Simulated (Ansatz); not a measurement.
Start from BN in the zinc blende structure (space group F-43m, No. 216; a = 3.6247 Å).

One thing is altered: an isotropic linear strain of +2.22 %, atoms relaxed at fixed cell.

Level of theory: PBE (Ansatz, an electronic-structure program; PAW; 420 eV plane waves; no SOC).

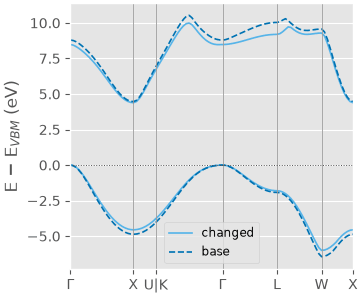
Fig. 1. Highest valence and lowest conduction band along the path, each from its own valence-band maximum

Problem. From the figure, how large is the changed gap, and is it direct?

Solution. About 4.4 eV, indirect, Γ → X.

No phonon test of stability was made.
